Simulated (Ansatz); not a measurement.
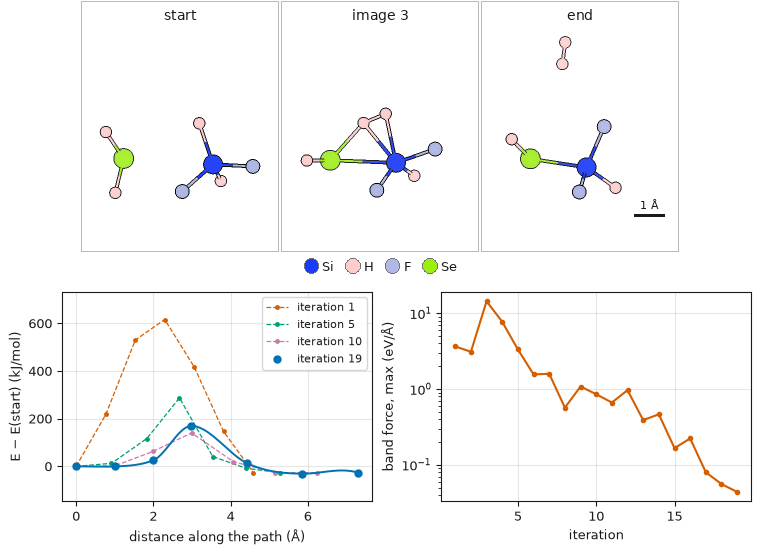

A search for the minimum-energy path of SiH₄SeF₂, made up of SiH2F2 and H₂Se by the nudged elastic band. Images are numbered from 0 (start) to 6 (end). The plot follows the band through its iterations. The picture is a ball-and-stick view, seen at a tilt.

The calculation used RKS PBE0-D4/def2-SVP (Ansatz).

Input
```yaml
crystal:
  periodic: [false, false, false]
  atoms:
    - {symbol: Si, position_ang: [-0.898734, -0.899338, -0.367332]}
    - {symbol: H, position_ang: [-0.926473, -0.809088, 1.102527]}
    - {symbol: F, position_ang: [-1.080323, 0.552470, -0.989135]}
    - {symbol: F, position_ang: [-2.166261, -1.745384, -0.821575]}
    - {symbol: H, position_ang: [0.295407, -1.534416, -0.950135]}
    - {symbol: H, position_ang: [1.234793, 1.666901, 1.700616]}
    - {symbol: Se, position_ang: [2.028045, 0.951102, 0.695464]}
    - {symbol: H, position_ang: [1.513545, 1.817752, -0.370431]}
basis:
  gaussian: {orbitals: def2-SVP}
hamiltonian: {xc: pbe0, dispersion: d4}
neb:
  images: 5
  climbing: true
  max_iterations: 40
  initial_path: idpp
  final_atoms:
    - {symbol: Si, position_ang: [0.045801, -0.495124, -1.213628]}
    - {symbol: H, position_ang: [-0.798937, 0.064727, 3.232138]}
    - {symbol: F, position_ang: [-0.369535, 0.191425, -2.580325]}
    - {symbol: F, position_ang: [-1.297667, -0.630994, -0.383825]}
    - {symbol: H, position_ang: [0.596756, -1.833298, -1.481324]}
    - {symbol: H, position_ang: [-0.402489, 0.075541, 2.599415]}
    - {symbol: Se, position_ang: [1.566734, 0.735813, -0.107018]}
    - {symbol: H, position_ang: [0.659338, 1.891910, -0.065431]}
```

Launched with:
```bash
ansatz run in.yaml --threads 4 --pin off --events-out ev --progress --plain --max-ram 9574MiB
```

### How did the profile develop, and is the result final?

The run is converged, with reservations. The band converged in 19 iterations. The largest component of the band force went from 3.7 to 0.044 eV/Å. The climbing image converged on the top of the path. Its curvatures weren't checked. The largest force component is 0.94 eV/Å at the start and 0.99 eV/Å at the end; an end with forces this large is no minimum, and the barrier measured from it can be far off. The first iteration put the highest image at 616.3 kJ/mol. Forward barrier 169.5 kJ/mol, backward barrier 195.8 kJ/mol, with image 3 at the top; the reaction energy is −26.3 kJ/mol. Image 5 lies below both ends, at −30.8 kJ/mol, so an end isn't at the bottom of its valley.

Limits of the set-up: the start holds two separate molecules, 3.0 Å apart at their closest, whose relative position is a soft coordinate.
